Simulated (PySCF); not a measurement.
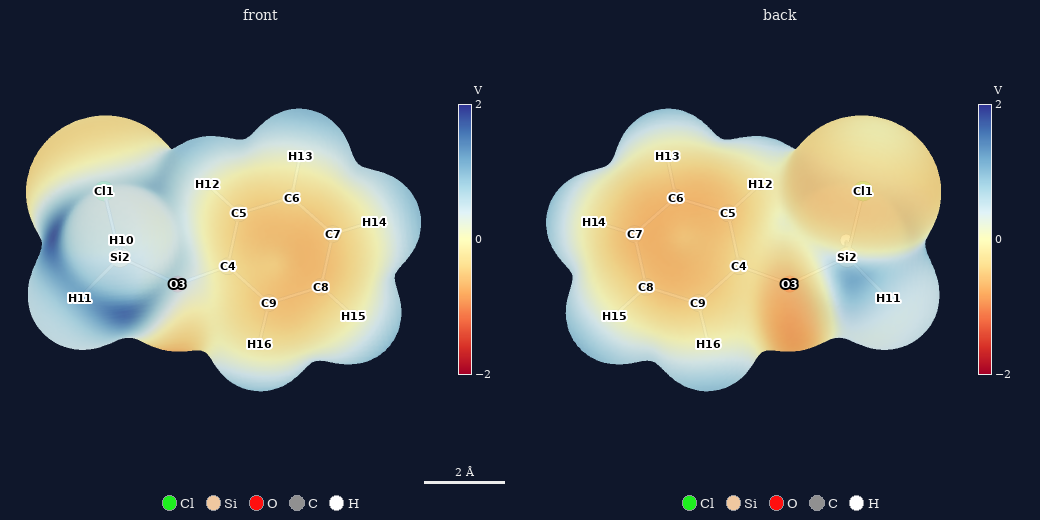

C6H7ClOSi (SMILES Cl[SiH2]Oc1ccccc1). The electrostatic potential painted on the density surface at 0.002 e/bohr³, seen from the front and from behind; red is negative and blue positive.

Geometry: PBE0-D3(BJ)/def2-SVP.

Level of theory: PBE0/pcSseg-1, SCF density, gas phase, non-relativistic in PySCF 2.14.0.

```xyz
16

Cl    6.2980    3.5094    1.8933
Si    5.8780    1.7500    0.8982
O     4.5301    1.0179    1.5340
C     3.2214    1.3803    1.4664
C     2.8180    2.6767    1.1340
C     1.4592    2.9836    1.0828
C     0.5016    2.0124    1.3663
C     0.9131    0.7228    1.7053
C     2.2662    0.4028    1.7557
H     5.6613    2.0843   -0.5336
H     6.9904    0.8019    1.1274
H     3.5635    3.4514    0.9396
H     1.1513    3.9995    0.8238
H    -0.5612    2.2597    1.3280
H     0.1714   -0.0463    1.9337
H     2.6081   -0.6000    2.0177
```

Describe the electrostatic potential map.

The most negative region (about −0.8 V) lies over O3, the most positive (about +1.6 V) over Si2.

How polar is the molecule by this calculation?

Its dipole moment is 1.40 D.
